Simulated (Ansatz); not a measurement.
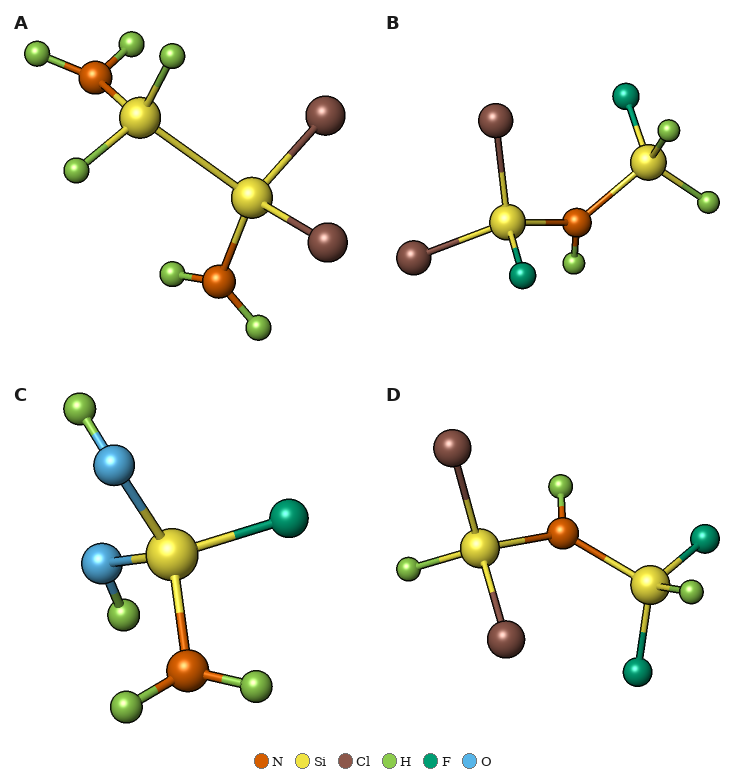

(Drawn from a calculation with Ansatz.)

```xyz
10
charge 0, multiplicity 1
F    -2.0371    1.0219    1.1745
Si   -0.6864    1.3831    0.4062
N    -0.1686    0.0820   -0.5966
Si    0.8033   -1.2584   -0.2389
F     2.2999   -1.0517   -0.7064
Cl    0.1304   -2.8989   -1.2196
Cl    0.8469   -1.5557    1.7614
H     0.3431    1.6578    1.4257
H    -0.9845    2.5350   -0.4709
H    -0.5470    0.0849   -1.5355
```

Which panel shows the molecule in this file?

B. The file holds Cl2F2H3NSi2, `F[SiH2]N[Si](F)(Cl)Cl`.
